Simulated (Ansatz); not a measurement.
Start from SrTe in the rock salt structure (space group Fm-3m, No. 225; a = 6.6067 Å). Axes: x, y, z lie along the cube axes.

Modification: biaxial strain +3.00 %, plane normal [001], relaxed out of plane (Cartesian); in-plane vectors clamped, the third vector and the atoms free.

Method: PBEsol (Ansatz, a program for electronic structure; PAW; 420 eV plane waves; scalar-relativistic without spin-orbit coupling).

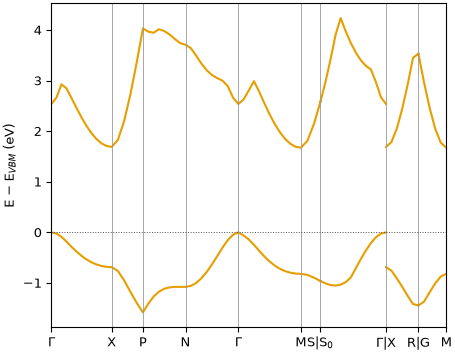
*Highest valence and lowest conduction band along the path of the changed cell's own zone*

Question: From the figure, how large is the changed gap, and is it direct?

Answer: About 1.7 eV, indirect, Γ → M.

With Te present, leaving out spin-orbit coupling can change the band edges. Stability against distortions was not tested. Labels are those of the standard path for the cell's own space group.
